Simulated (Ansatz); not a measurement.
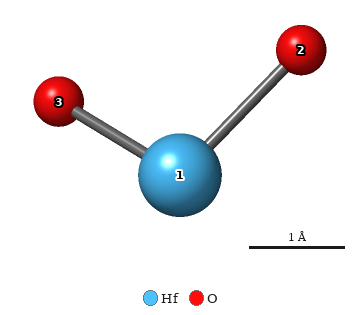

*The input geometry (ball-and-stick view, seen at a tilt; atoms are numbered from 1 in the order of the input). Sticks mark near contacts.*

# Single-point calculation, with input and output: HfO₂

System: HfO₂, multiplicity 3.
Method: UKS PBE0-D4/def2-TZVP (Ansatz 0.2.0).

The geometry comes from this level: B3LYP-D4/def2-TZVP.

**Input**
```yaml
crystal:
  periodic: [false, false, false]
  atoms:
    - {symbol: Hf, position_ang: [0.174697, -0.503103, 0.574531]}
    - {symbol: O, position_ang: [1.214719, 0.112423, -0.805017]}
    - {symbol: O, position_ang: [-1.389416, 0.390681, 0.230497]}
basis:
  gaussian: {orbitals: def2-TZVP, initial_orbitals: start.molden}
magnetization: {spin_polarized: true, initial_magnetization: 2}
hamiltonian: {xc: pbe0, dispersion: d4}
output: {orbitals: {seedname: orbitals}}
```

Hardware: 4 threads of Arm Neoverse V2, 23 GiB of memory available, shared host.

Launched with:
```bash
ansatz run in.yaml --threads 4 --pin off --events-out ev --progress --plain --max-ram 3916MiB
```

**What the program printed**
```
Functional definition: PBE0
  name "PBE0"
  cite "Adamo & Barone, J. Chem. Phys. 110, 6158 (1999) doi:10.1063/1.478522"
  cite "Perdew, Burke & Ernzerhof, Phys. Rev. Lett. 77, 3865 (1996) doi:10.1103/PhysRevLett.77.3865"
  parent pbe
  parameter a = 0.25
  parameter kappa = 0.804
  parameter beta = 0.06672455060314922
  exchange = (1 - a)*pbe_x(kappa = kappa, mu = beta*pi^2/3) + a*exact_x
  correlation = pbe_c(beta = beta)
695 factors; their error is unknown
mean field evaluation 1: about -5396.7035 eV, gradient 3.8e0 eV
mean field evaluation 2: about -5396.7385 eV, gradient 3.8e-2 eV
mean field evaluation 4: about -5396.7561 eV, gradient 1.8e-4 eV
mean field evaluation 8: about -5386.1205 eV, gradient 5.2e1 eV
mean field evaluation 16: about -5396.7380 eV, gradient 5.0e-2 eV
mean field evaluation 32: about -5395.8300 eV, gradient 7.9e0 eV
mean field -5396.75613644 eV, -198.3271299614 hartree, gradient 1.3e-5 eV, S^2 2.033584; 5 other end points of the search recorded, 0 dependent functions left out
reference -5396.75617757 eV, -198.3271314730 hartree; 15, 13 occupied and 87, 89 virtual orbitals, 695 factors
Total energy: -5396.80219192 eV, -198.3288224690 hartree
```

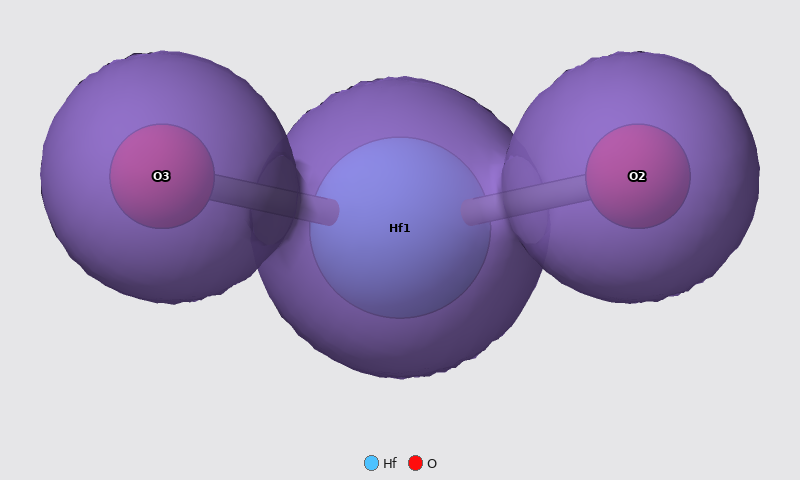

*Isosurface of the electron density at 1 e/Å³ (purple), seen from the side.*

At this value the surface is in one piece. On the grid the lowest density along these lines, outside the cores, is 1.2 e/Å³ (Hf–O, 1.83 Å).

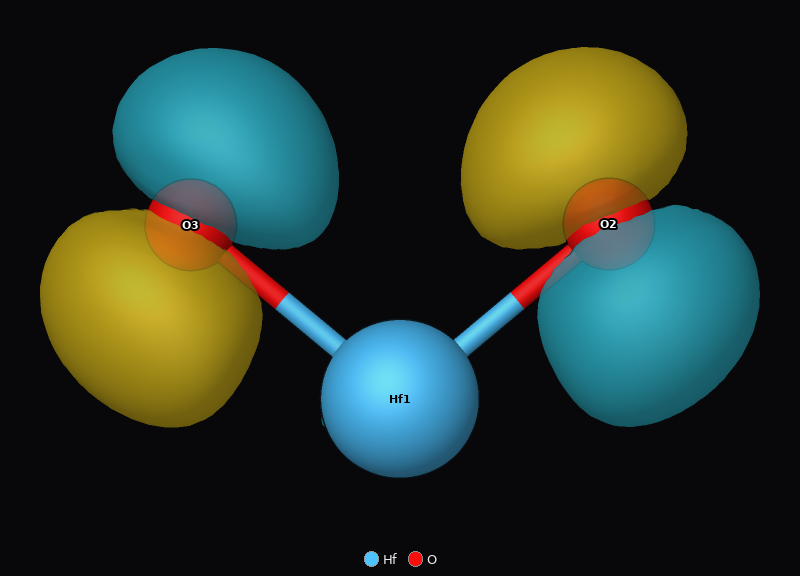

*One frontier orbital at ±0.15 Å⁻³ᐟ² (yellow and cyan are the two phases), seen face on.*

The LUMO (β), at −5.00 eV. Its weight (Hirshfeld) is mainly on O2 (45 %), O3 (45 %) and Hf1 (15 %); it is symmetric in the molecular plane (σ or in-plane lone-pair type).

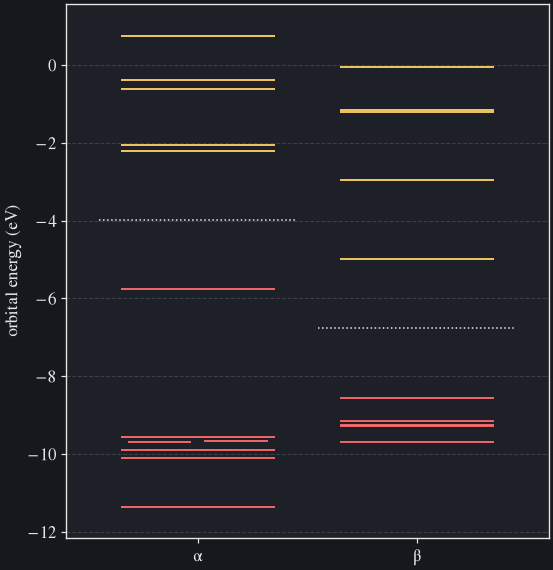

*Orbital energies near the frontier for α and β spins; the dotted line parts filled from empty levels, and levels within 0.02 eV of each other stand side by side.*

α: highest filled −5.75 eV, lowest empty −2.22 eV, 3.53 eV apart; β: highest filled −8.55 eV, lowest empty −5.00 eV, 3.55 eV apart.

**Results in brief**

```csv
quantity,value
outcome,converged
total energy,−5396.8022 eV
mean-field energy,−5396.7562 eV
dispersion energy,−0.0460 eV
⟨S²⟩,2.034
SCF solution under orbital rotations,stable
HOMO (either spin),−5.75 eV
LUMO (either spin),−5.00 eV
wall time,2.3 s (CPU time 8.3 s)
peak memory,0.23 GiB
```
